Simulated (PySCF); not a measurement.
# A diatomic session: BeGe

Aim: find the lowest electronic state of BeGe, scan its bond at several levels of theory, and get bond length, wavenumber and dissociation energy from each curve.

The runs use PySCF 2.14.0; Be jorge-DZP-DKH, Ge jorge-DZP-DKH, spin-free X2C with a Gaussian nucleus.

## (1) Set-up

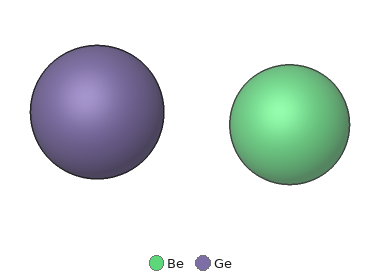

The two atoms at the starting distance (beryllium green, germanium purple).

A driver script around PySCF takes these settings:

```
atoms                         : Be, Ge
charge                        : 0
basis                         : Be jorge-DZP-DKH, Ge jorge-DZP-DKH
Hamiltonian                   : spin-free X2C with a Gaussian nucleus
basis functions               : 58
electrons treated             : 36
masses in u                   : 9.0122, 73.9212
levels                        : PBE0, PBE, r²SCAN, TPSSh, M06-L, r²SCAN0, HF, MP2, SCS-MP2
grid                          : 80 radial by 434 angular points
occupations                   : held fixed by the projection of orbital angular momentum
dissociation limit            : Be + Ge, each in its ground configuration
starting distance in angstrom : 2.120
values of 2S to try           : 0, 2
```

Command:

```console
OMP_NUM_THREADS=1 python dia.py task.json out
```

Further steps of the session: The PBE0 curve of the state that the search chose; Excited determinants; PBE; r²SCAN; TPSSh (hybrid meta-GGA); M06-L (meta-GGA); r²SCAN0 (hybrid meta-GGA); ROHF (mean field).

**Question.** What will these runs give? Wanted: for each run, Re; ωe; De; μ.

As calculated:

Lowest PBE0 solution found, without spin–orbit coupling: ³Σ⁻ (triplet), unpaired electrons π ↑↑. State 2 has its PBE0 minimum 0.28 eV higher, as a spin-mixed determinant (⟨S²⟩ = 1.00), so this is no gap between pure states. State 3 has its PBE0 minimum 0.56 eV higher. State 4 has its PBE0 minimum 0.65 eV higher, as a spin-mixed determinant (⟨S²⟩ = 1.01), so this is no gap between pure states. The other levels ran on the lowest alone.

```tsv
level	Re (Å)	ωe (cm⁻¹)	De (eV)	μ (D)
ROHF	2.225	367	0.405	-2.51
ROHF-MP2	2.122	589	1.29	n/a
ROHF-SCS-MP2	2.144	550	1.07	n/a
PBE	2.141	534	1.86	-1.19
r²SCAN	2.129	546	1.92	-1.42
M06-L	2.106	569	1.82	-1.61
TPSSh	2.142	527	1.66	-1.32
PBE0	2.144	527	1.64	-1.42
r²SCAN0	2.139	533	1.73	-1.40
```

De is counted to Be + Ge in their ground configurations. A positive dipole means Be(−)Ge(+). ⟨S²⟩ is off the pure value of 2.00 by over a tenth at r²SCAN 2.21, r²SCAN0 2.31.

In words: Bond lengths run from 2.106 Å (M06-L) to 2.225 Å (ROHF). Among the levels with a De in the table, it runs from 0.405 eV (ROHF) to 1.92 eV (r²SCAN).

Correlated steps freeze 9 core orbitals.
